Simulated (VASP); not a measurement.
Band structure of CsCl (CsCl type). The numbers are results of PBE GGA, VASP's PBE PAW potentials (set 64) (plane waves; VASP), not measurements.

Unless said otherwise, spin-orbit coupling is left out, though it shifts the bands of the heavy elements here.

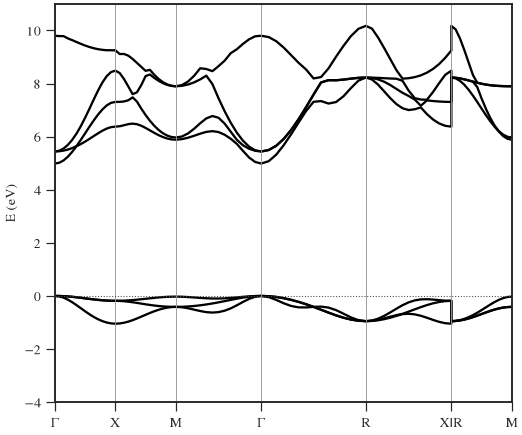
Figure. Bands along high-symmetry lines, zero at the valence-band maximum or, without a gap, the Fermi level

Question: Read the plot: is there a gap, and where are the band edges?

Answer: The gap is direct, 4.99 eV, from the valence maximum at Γ to the conduction minimum at Γ. (Edges off the drawn lines would not show.)

Measured: gap 8.35 eV at 80 K (computed value off by -3.36 eV), as given by Wikipedia, Caesium chloride.

The compound is CsCl in the CsCl type structure. It was relaxed first, which changed the volume by +7 %.
